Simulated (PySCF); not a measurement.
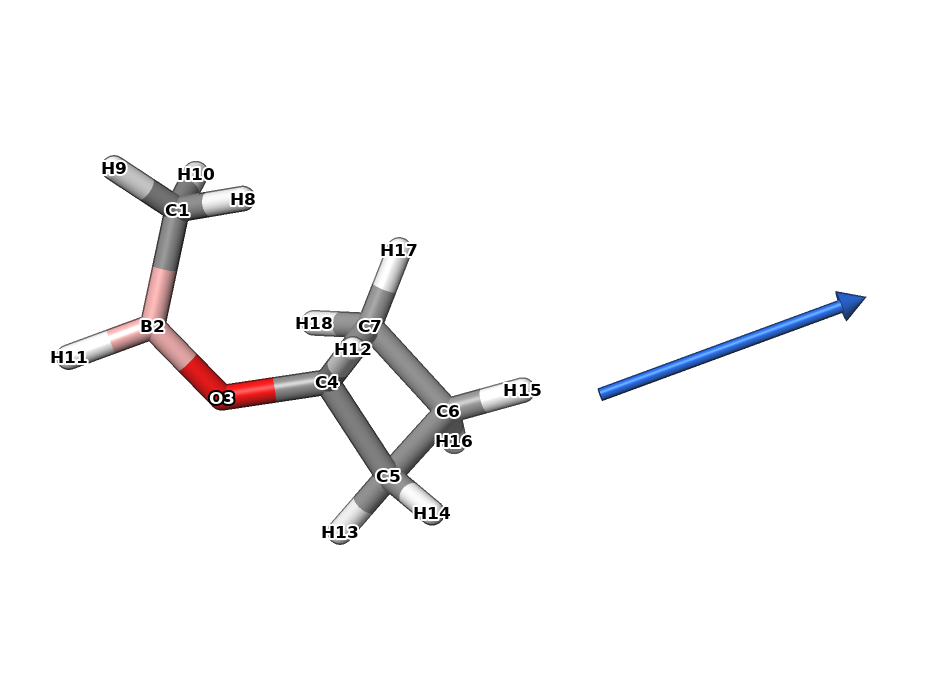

The arrow beside the molecule shows the direction of the dipole moment, from the negative to the positive end (its length means nothing). Computed geometry: GFN2-xTB optimisation. No frequency run is at hand to confirm it as a minimum. Method: B3LYP/def2-SVPD, gas phase (PySCF 2.14.0).

Question: How large is the dipole moment?

Answer: 1.86 D; it points from the side of H11 to the side of H15 (the outermost atoms at the two ends).

The geometry is semi-empirical. Around B such bond lengths and angles can be off by a tenth of an ångström or more and by several degrees, and values that hang on the shape move with them.
